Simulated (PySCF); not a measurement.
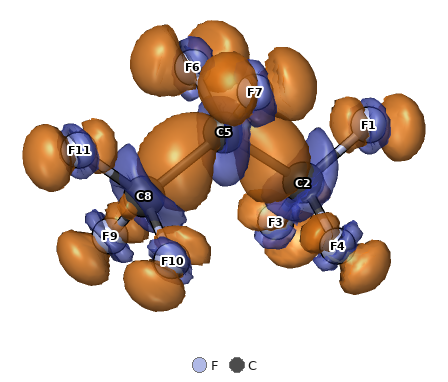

C3F8, SMILES `FC(F)(F)C(F)(F)C(F)(F)F`. Fukui function f⁻ = ρ(N) − ρ(N−1) at fixed geometry, surfaces at ±0.03 e/Å³ (orange positive, blue negative).

Method: ωB97X/def2-TZVP; geometry: GFN2-xTB; program: PySCF. No frequency check shows the geometry to be a minimum.

Coordinates in Å:

```
F1      -2.3700    0.5493   -0.0002
C2      -1.3009   -0.2334    0.0020
F3      -1.3544   -1.0102    1.0758
F4      -1.3542   -1.0102   -1.0760
C5       0.0000    0.6251   -0.0000
F6       0.0011    1.4183    1.0844
F7      -0.0011    1.4183   -1.0844
C8       1.3009   -0.2334   -0.0020
F9       1.3543   -1.0102    1.0760
F10      1.3544   -1.0102   -1.0757
F11      2.3700    0.5493    0.0002
```

Q: On which atoms does the density change most on removal of an electron?

A: f⁻ (Hirshfeld-condensed) is largest on F6 and F7 (0.14 each), F1 and F11 (0.09 each) and C5 (0.09); the vertical ionisation energy is 13.44 eV (the stability of the cation's solution wasn't checked). Condensed values hint at sites of electrophilic attack but needn't mark the atom that reacts. Shares this close don't rank the sites. Orbital relaxation makes it negative in places (0.23 e in all).

```json
{"atom": "F1", "f⁻": "+0.09", "charge": "−0.07"}
{"atom": "C2", "f⁻": "+0.07", "charge": "+0.23"}
{"atom": "F3", "f⁻": "+0.08", "charge": "−0.07"}
{"atom": "F4", "f⁻": "+0.08", "charge": "−0.08"}
{"atom": "C5", "f⁻": "+0.09", "charge": "+0.13"}
{"atom": "F6", "f⁻": "+0.14", "charge": "−0.07"}
{"atom": "F7", "f⁻": "+0.14", "charge": "−0.07"}
{"atom": "C8", "f⁻": "+0.07", "charge": "+0.23"}
{"atom": "F9", "f⁻": "+0.08", "charge": "−0.08"}
{"atom": "F10", "f⁻": "+0.08", "charge": "−0.07"}
{"atom": "F11", "f⁻": "+0.09", "charge": "−0.07"}
```
